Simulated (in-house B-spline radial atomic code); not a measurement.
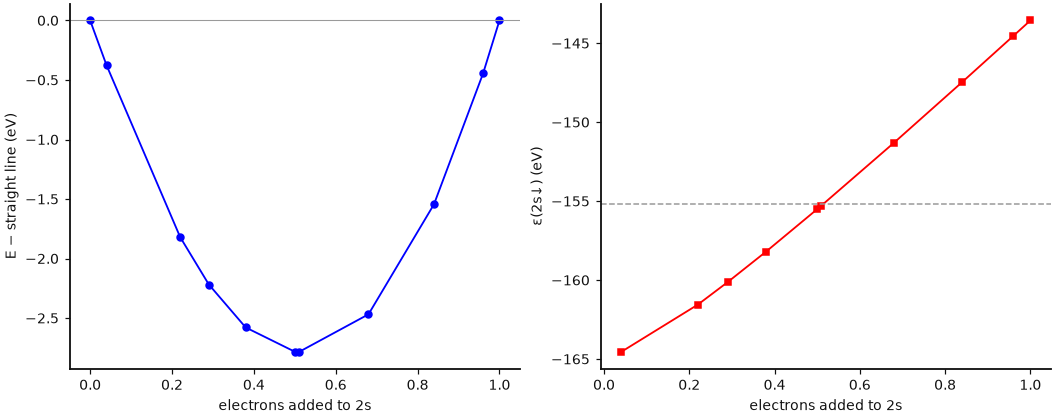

The occupation of the 2s shell is varied from F⁶⁺ ([He] 2s1 (high spin)) to F⁵⁺ ([He] 2s2), with spherical fractional occupations. The plot shows the total energy less the straight line between the end points, and the eigenvalue of 2s↓ (the dashed line is minus the energy to take the whole electron out). The values are computed.

Question: Was this Hartree-Fock or a semilocal functional, and how does the plot tell?

Answer: It was a semilocal functional (LDA, GGA or meta-GGA): scalar-relativistic (spin-free one-electron X2C) LDA (Slater, PW92), spin-polarised, spherical fractional occupations, Fermi nucleus, basis-set limit, computed with an in-house B-spline radial code. The curve is convex (below the straight line), with the largest deviation among the points computed, −2.78 eV, at 0.51. The end points differ by 155.2 eV, the energy to take the electron out. The eigenvalue, which is the slope of the energy (Janak's theorem), moves from −164.6 eV at 0.04 to −143.6 eV at 1; for a straight line it would stay constant, and a parabola would sag by an eighth of this change, scaled to a whole electron, 2.73 eV. Convexity is the delocalisation error: fractional charges are too low in energy. For an s shell Hartree-Fock would as a rule bend the other way.
